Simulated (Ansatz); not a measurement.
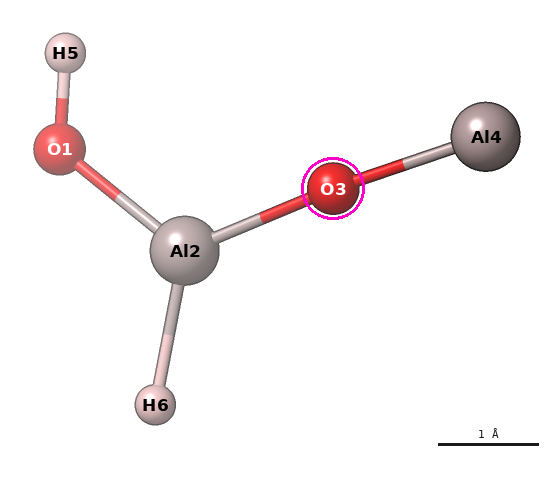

Orthographic view. Depth is shown by fading: the farther an atom, the more it takes the colour of the background. The geometry was computed by an optimisation with PBE-D4/def2-SVP. No frequency run is at hand to confirm it as a minimum.

Which atoms are bonded to the circled atom?

Answer. The circled atom is O3; it is bonded to Al2, Al4.

Which atom is nearest the viewer?

Answer. Al4, 1.1 Å in front of the mean position.

What is the shortest path along bonds from the circled atom to H5?

Answer. O3–Al2–O1–H5, 3 bonds; through space the two are 3.24 Å apart.
